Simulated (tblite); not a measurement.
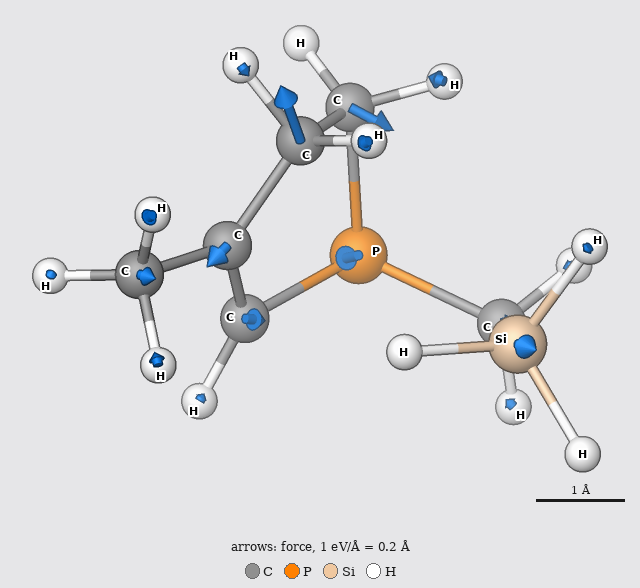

Starting geometry of C6H13PSi with the computed forces as blue arrows. Style: ball-and-stick. Shown at a tilt.

These are results of GFN2-xTB geometry optimisation, gas phase (tblite), not measurements. 

What follows when this structure is relaxed?

It isn't relaxed: the largest force vector, on a C atom, is 4.49 eV/Å. The final displacements have little in common with the starting forces (cosine between the two patterns 0.18). The largest move after the best rigid fit is that of an H atom, 0.92 Å. Largest moves by element: H 0.92 Å, Si 0.21 Å, C 0.16 Å, P 0.11 Å. Some distances before and after: C–C 1.475 → 1.531 Å, C–Si 1.850 → 1.903 Å, C–P 1.866 → 1.815 Å, C–H 1.142 → 1.093 Å. Bond angles that change, for instance: P–C–Si 110.7° → 121.4°, P–C–C 100.7° → 109.1°, C–P–C 108.6° → 100.4°. Groups turn about C–C by about 50°, C–Si by about 30°. After 134 geometry steps the energy has fallen by 96.6 kJ/mol. Cost: 2 s on 1 thread of AMD EPYC 7R43 64-Core Processor (shared host).
